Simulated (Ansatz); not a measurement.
## Run report: BSiH$_{4}$Br, molecular dynamics (part 2 of 2)

BSiH$_{4}$Br; RKS revPBE/6-31G* (Ansatz 0.2.0). The geometry comes from this level: PBE0-D4/def2-TZVP.

Geometry of the input (Å):
```
Si -0.6778  0.4882  -0.2403
B  0.8765  -0.5371  0.5279
Br 1.7553  -1.8068  -0.5806
H  -1.7183  -0.4730  -0.6988
H  -0.2073  1.2645  -1.4209
H  -1.2883  1.4272  0.7383
H  1.3211  -0.4312  1.6285
```

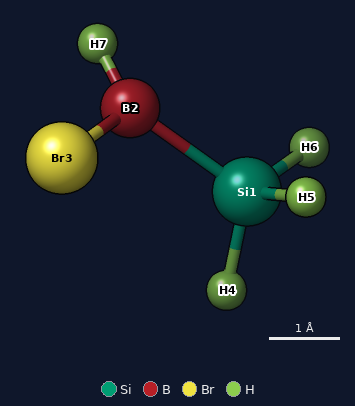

Fig. 1: The geometry at step 23 of the log (ball-and-stick view, seen at a tilt; atoms are numbered from 1 in the order of the input).

What the program printed, continued:
```
md step    49: t =    24.50 fs  T =   167.4 K  F+E_penalty+E_count = -78648.89589964 eV  E_kin = 0.108159 eV  conserved = -78648.78964381 eV  (29 SCF iters)
these checks for a lower state are left out or cut short: starts, cluster_reference, orbital_swaps, neighbouring_geometries, increment
881 factors; their error is unknown
mean field evaluation 384: about -78648.9555 eV, gradient 2.7e-1 eV
mean field -78648.89787695 eV, -2890.2936868401 hartree, gradient 8.5e-6 eV, S^2 0.000000; 0 other end points of the search recorded, 0 dependent functions left out
the calculation of the forces begins
reference -78648.89791851 eV, -2890.2936883675 hartree; 29, 29 occupied and 48, 48 virtual orbitals, 881 factors
881 factors; their error is unknown
mean field -78648.89787695 eV, -2890.2936868401 hartree, gradient 8.5e-6 eV, S^2 0.000000; 1 other end points of the search recorded, 0 dependent functions left out
the calculation of the forces begins
reference -78648.89791851 eV, -2890.2936883675 hartree; 29, 29 occupied and 48, 48 virtual orbitals, 881 factors
md step    50: t =    25.00 fs  T =   170.6 K  F+E_penalty+E_count = -78648.89787695 eV  E_kin = 0.110239 eV  conserved = -78648.78966123 eV  (25 SCF iters)
Total energy: -78648.89791851 eV, -2890.2936883675 hartree
Atom 0 at    -0.697556     0.499678    -0.250114 Å, force     0.137847     0.184812     0.345767 eV/Å
Atom 1 at     0.870574    -0.549201     0.659714 Å, force    -0.169928    -0.121976    -1.356481 eV/Å
Atom 2 at     1.762425    -1.809432    -0.593446 Å, force    -0.315996     0.393016     0.578614 eV/Å
Atom 3 at    -1.845197    -0.444194    -0.581025 Å, force     0.238108     0.180236     0.113838 eV/Å
Atom 4 at    -0.146896     1.025053    -1.568505 Å, force    -0.146934    -0.074463     0.277681 eV/Å
Atom 5 at    -1.251489     1.698912     0.558921 Å, force     0.252241    -0.586219    -0.331626 eV/Å
Atom 6 at     1.397685    -0.469277     1.719650 Å, force     0.004662     0.024594     0.372206 eV/Å
Dipole moment:    -0.047364     0.068427     0.127584 e Å
```

Trajectory as extended XYZ (Å, eV, eV/Å), 14 of the 51 frames kept, from step=0 to step=50:
```
7
Properties=species:S:1:pos:R:3:forces:R:3 step=0 time_fs=0.0 energy=-78648.98379 temperature=300.0
Si   -0.6778    0.4882   -0.2403    0.0437  -0.0038   0.0914
B     0.8765   -0.5371    0.5279   -0.1238   0.1654   0.1169
Br    1.7553   -1.8068   -0.5806    0.2881  -0.3871  -0.2945
H    -1.7183   -0.4730   -0.6988   -0.2164  -0.1497  -0.1059
H    -0.2073    1.2645   -1.4209    0.0498   0.1553  -0.2315
H    -1.2883    1.4272    0.7383   -0.1390   0.1884   0.1608
H     1.3211   -0.4312    1.6285    0.0976   0.0316   0.2629
7
Properties=species:S:1:pos:R:3:forces:R:3 step=4 time_fs=2.0 energy=-78648.96769 temperature=275.4
Si   -0.6845    0.4891   -0.2426    0.5100  -0.3568  -0.1075
B     0.8948   -0.5412    0.5399   -0.3412   0.2874   0.5803
Br    1.7551   -1.8065   -0.5813    0.3535  -0.4078  -0.3125
H    -1.7484   -0.4452   -0.7046   -0.1671  -0.1865  -0.0771
H    -0.1916    1.2459   -1.4266    0.0485   0.1521  -0.2512
H    -1.2717    1.4422    0.6984   -0.3276   0.4881   0.4897
H     1.3242   -0.4591    1.6766   -0.0761   0.0233  -0.3216
7
Properties=species:S:1:pos:R:3:forces:R:3 step=8 time_fs=4.0 energy=-78648.95112 temperature=249.8
Si   -0.6906    0.4896   -0.2450    0.6470  -0.3548  -0.1670
B     0.9119   -0.5443    0.5539   -0.6020   0.3273   0.7497
Br    1.7551   -1.8064   -0.5823    0.3891  -0.3951  -0.3019
H    -1.7845   -0.4242   -0.7132    0.0087  -0.1052   0.0088
H    -0.1742    1.2328   -1.4414   -0.0211   0.0499  -0.1095
H    -1.2669    1.4747    0.6761   -0.2874   0.4278   0.4447
H     1.3247   -0.4859    1.7133   -0.1342   0.0499  -0.6249
7
Properties=species:S:1:pos:R:3:forces:R:3 step=12 time_fs=6.0 energy=-78648.94138 temperature=234.5
Si   -0.6959    0.4896   -0.2476    0.5519  -0.0122  -0.0089
B     0.9269   -0.5463    0.5705   -0.9328   0.2940   0.4422
Br    1.7553   -1.8065   -0.5834    0.3891  -0.3432  -0.2572
H    -1.8202   -0.4071   -0.7214    0.2106   0.0021   0.1065
H    -0.1577    1.2216   -1.4602   -0.1155  -0.0745   0.0859
H    -1.2726    1.5226    0.6699   -0.0647   0.0355   0.1001
H     1.3206   -0.5108    1.7275   -0.0385   0.0983  -0.4685
7
Properties=species:S:1:pos:R:3:forces:R:3 step=15 time_fs=7.5 energy=-78648.91802 temperature=198.5
Si   -0.6993    0.4896   -0.2496    0.4714   0.2872   0.1698
B     0.9359   -0.5471    0.5839   -1.1989   0.2397  -0.0565
Br    1.7555   -1.8067   -0.5843    0.3679  -0.2819  -0.2025
H    -1.8421   -0.3945   -0.7252    0.3128   0.0447   0.1582
H    -0.1480    1.2116   -1.4727   -0.1669  -0.1365   0.1917
H    -1.2789    1.5602    0.6686    0.1072  -0.2863  -0.1664
H     1.3163   -0.5271    1.7262    0.1064   0.1330  -0.0943
7
Properties=species:S:1:pos:R:3:forces:R:3 step=19 time_fs=9.5 energy=-78648.87265 temperature=128.7
Si   -0.7033    0.4899   -0.2520    0.4694   0.5499   0.4015
B     0.9442   -0.5474    0.6015   -1.4743   0.1567  -0.7532
Br    1.7561   -1.8070   -0.5855    0.3192  -0.1829  -0.1098
H    -1.8610   -0.3764   -0.7248    0.3338   0.0167   0.1781
H    -0.1407    1.1937   -1.4828   -0.1780  -0.1481   0.2189
H    -1.2835    1.6002    0.6608    0.2420  -0.5537  -0.3656
H     1.3148   -0.5443    1.7230    0.2879   0.1614   0.4299
7
Properties=species:S:1:pos:R:3:forces:R:3 step=23 time_fs=11.5 energy=-78648.85768 temperature=105.7
Si   -0.7066    0.4910   -0.2538    0.6102   0.5727   0.5845
B     0.9473   -0.5472    0.6166   -1.4982   0.0757  -0.9468
Br    1.7567   -1.8075   -0.5868    0.2564  -0.0809  -0.0077
H    -1.8675   -0.3578   -0.7178    0.2220  -0.1026   0.1431
H    -0.1399    1.1703   -1.4851   -0.1166  -0.0819   0.1064
H    -1.2793    1.6198    0.6397    0.2394  -0.5561  -0.3387
H     1.3237   -0.5554    1.7347    0.2870   0.1731   0.4593
7
Properties=species:S:1:pos:R:3:forces:R:3 step=27 time_fs=13.5 energy=-78648.86837 temperature=122.0
Si   -0.7091    0.4928   -0.2549    0.8566   0.3277   0.6511
B     0.9452   -0.5467    0.6285   -1.2569  -0.0038  -0.5836
Br    1.7575   -1.8080   -0.5882    0.1839   0.0158   0.0961
H    -1.8657   -0.3434   -0.7054    0.0391  -0.2610   0.0794
H    -0.1435    1.1440   -1.4835   -0.0097   0.0236  -0.0918
H    -1.2663    1.6190    0.6062    0.1045  -0.2825  -0.1002
H     1.3430   -0.5599    1.7623    0.0824   0.1803  -0.0510
7
Properties=species:S:1:pos:R:3:forces:R:3 step=31 time_fs=15.5 energy=-78648.85789 temperature=106.2
Si   -0.7104    0.4951   -0.2551    1.1135  -0.1302   0.5234
B     0.9385   -0.5462    0.6382   -0.9361  -0.0716  -0.2102
Br    1.7584   -1.8085   -0.5895    0.1014   0.1082   0.2013
H    -1.8622   -0.3387   -0.6899   -0.0963  -0.3662   0.0335
H    -0.1475    1.1184   -1.4853    0.0809   0.1021  -0.2548
H    -1.2495    1.6080    0.5692   -0.1155   0.1805   0.2620
H     1.3654   -0.5575    1.7880   -0.1479   0.1773  -0.5551
7
Properties=species:S:1:pos:R:3:forces:R:3 step=35 time_fs=17.5 energy=-78648.84782 temperature=91.2
Si   -0.7102    0.4972   -0.2546    1.2143  -0.5410   0.2713
B     0.9285   -0.5459    0.6472   -0.6970  -0.1162  -0.2122
Br    1.7593   -1.8089   -0.5906    0.0100   0.1959   0.3052
H    -1.8620   -0.3477   -0.6729   -0.0851  -0.3386   0.0405
H    -0.1486    1.0964   -1.4964    0.0929   0.1006  -0.2594
H    -1.2370    1.6035    0.5420   -0.2823   0.5421   0.5206
H     1.3825   -0.5483    1.7937   -0.2528   0.1573  -0.6660
7
Properties=species:S:1:pos:R:3:forces:R:3 step=38 time_fs=19.0 energy=-78648.86616 temperature=119.6
Si   -0.7090    0.4983   -0.2540    1.1042  -0.6092   0.1402
B     0.9193   -0.5460    0.6534   -0.6116  -0.1345  -0.4991
Br    1.7600   -1.8092   -0.5914   -0.0620   0.2557   0.3786
H    -1.8639   -0.3629   -0.6592    0.0143  -0.2306   0.0755
H    -0.1472    1.0825   -1.5112    0.0445   0.0504  -0.1462
H    -1.2342    1.6127    0.5338   -0.2753   0.5332   0.4987
H     1.3894   -0.5375    1.7817   -0.2141   0.1351  -0.4476
7
Properties=species:S:1:pos:R:3:forces:R:3 step=42 time_fs=21.0 energy=-78648.89721 temperature=167.8
Si   -0.7061    0.4991   -0.2529    0.7622  -0.3635   0.1345
B     0.9051   -0.5466    0.6599   -0.5979  -0.1482  -1.1140
Br    1.7609   -1.8094   -0.5923   -0.1570   0.3223   0.4652
H    -1.8655   -0.3904   -0.6381    0.1797  -0.0370   0.1260
H    -0.1441    1.0652   -1.5351   -0.0544  -0.0348   0.0751
H    -1.2390    1.6415    0.5386   -0.0968   0.1539   0.2076
H     1.3920   -0.5186    1.7526   -0.0358   0.1073   0.1055
7
Properties=species:S:1:pos:R:3:forces:R:3 step=46 time_fs=23.0 energy=-78648.89747 temperature=169.2
Si   -0.7021    0.4994   -0.2517    0.3904  -0.0172   0.2366
B     0.8888   -0.5476    0.6625   -0.5230  -0.1524  -1.5468
Br    1.7617   -1.8095   -0.5930   -0.2439   0.3687   0.5332
H    -1.8604   -0.4194   -0.6123    0.2748   0.1214   0.1436
H    -0.1431    1.0467   -1.5563   -0.1314  -0.0859   0.2472
H    -1.2475    1.6759    0.5511    0.1227  -0.3162  -0.1366
H     1.3931   -0.4955    1.7270    0.1104   0.0817   0.5228
7
Properties=species:S:1:pos:R:3:forces:R:3 step=50 time_fs=25.0 energy=-78648.89788 temperature=170.6
Si   -0.6976    0.4997   -0.2501    0.1378   0.1848   0.3458
B     0.8706   -0.5492    0.6597   -0.1699  -0.1220  -1.3565
Br    1.7624   -1.8094   -0.5934   -0.3160   0.3930   0.5786
H    -1.8452   -0.4442   -0.5810    0.2381   0.1802   0.1138
H    -0.1469    1.0251   -1.5685   -0.1469  -0.0745   0.2777
H    -1.2515    1.6989    0.5589    0.2522  -0.5862  -0.3316
H     1.3977   -0.4693    1.7196    0.0047   0.0246   0.3722
```

Results in brief:

| quantity | value |
| --- | --- |
| outcome | finished |
| mean temperature over the second half | 134 K |
| trajectory | 50 steps, 25 fs |
| ensemble | nvt_nose_hoover |
| temperature in the input | 300 K |
| time step | 0.5 fs |
| potential energy (last step) | −78648.8979 eV |
| SCF solution under orbital rotations (last step) | stable |
| largest force (length of the vector) (last step) | 1.373 eV/Å |
| dipole moment (last step) | 0.73 D |
| hardware | 2 threads of Arm Neoverse V1, 23 GiB of memory available, shared host |
| wall time | 59 s (CPU time 1.9 min) |
| peak memory | 0.13 GiB |

Remarks:

So short a trajectory is not equilibrated. The temperature stays far from the 300 K of the thermostat over the second half: the run isn't equilibrated.
